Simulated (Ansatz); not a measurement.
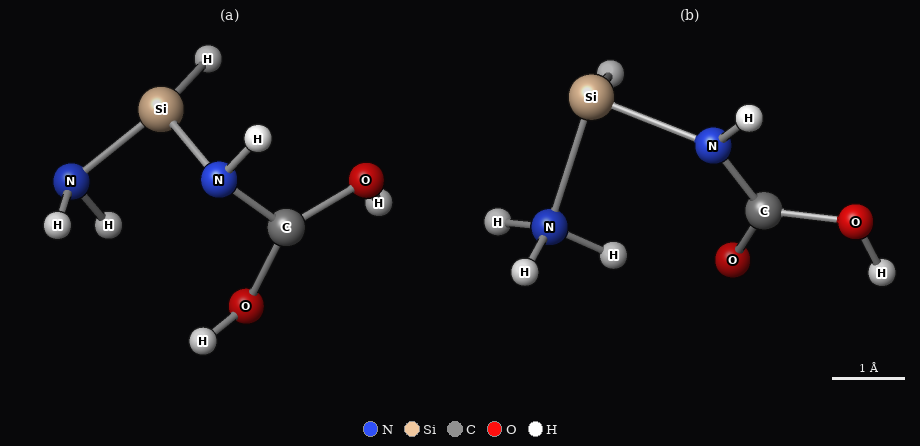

The structure of CH6N2O2Si before (left) and after (right) a relaxation, at one scale.

A ball-and-stick model, seen face on.

The run prepares an end point of a later path (hydrogen shift) calculation, from a guessed geometry.

Computed with Ansatz, RKS PBE-D4/def2-SVP.

Input file:
```yaml
crystal:
  periodic: [false, false, false]
  atoms:
    - { symbol: "N", position_ang: [-1.229, -1.4265, 0.7795] }
    - { symbol: Si, position_ang: [0.0219, -0.459, 1.3827] }
    - { symbol: "N", position_ang: [1.0449, -0.4775, 0.162] }
    - { symbol: C, position_ang: [0.7804, 0.539, -0.6904] }
    - { symbol: O, position_ang: [-0.4268, 0.3033, -1.549] }
    - { symbol: O, position_ang: [0.9764, 1.8954, -0.3194] }
    - { symbol: H, position_ang: [-0.8174, -2.0942, 0.1939] }
    - { symbol: H, position_ang: [-1.6953, -0.7424, 0.0941] }
    - { symbol: H, position_ang: [-0.4989, 0.8311, 1.9572] }
    - { symbol: H, position_ang: [2.0219, -0.2828, 0.5278] }
    - { symbol: H, position_ang: [-0.3585, -0.5793, -1.8919] }
    - { symbol: H, position_ang: [0.2574, 2.4377, -0.6127] }
basis:
  gaussian: { orbitals: def2-SVP }
hamiltonian:
  xc: pbe
  dispersion: d4
relax:
  f_tol: 0.02
  max_steps: 50
output:
  orbitals: {}
```

Run as
```bash
ansatz run input.yaml --threads 2 --pin off --max-ram 3072MiB --backend cpu --events-out ev --progress --plain --runs-dir out
```

What changed between the two?

After 21 accepted moves (22 points after the start) the energy has fallen by 469.4 kJ/mol. Largest force component: 8.9 eV/Å at the start, 0.0056 eV/Å at the end. The line search rejected the trial step at point 12 of the run. The largest move after the best rigid fit is that of H11, 1.59 Å. By element the largest moves are H 1.59 Å, O 0.97 Å, N 0.76 Å, Si 0.52 Å, C 0.48 Å. Among the contacts that change: N1–H11 2.935 → 1.067 Å, O5–H11 0.949 → 1.684 Å, Si2–C4 2.423 → 2.914 Å, N1–Si2 1.693 → 2.022 Å. New bonds form: N1–H11 (2.93 → 1.07 Å). Bonds break: O5–H11 (0.95 → 1.68 Å). Bond angles that change, for instance: N1–Si2–H9 111.7° → 85.7°, N3–Si2–H9 121.6° → 95.9°, Si2–N3–C4 110.4° → 128.6°. Cost: 75 s on 2 threads of Intel(R) Xeon(R) Platinum 8259CL CPU @ 2.50GHz (Skylake/Cascade Lake), with other jobs on the host, peak memory 0.18 GiB.
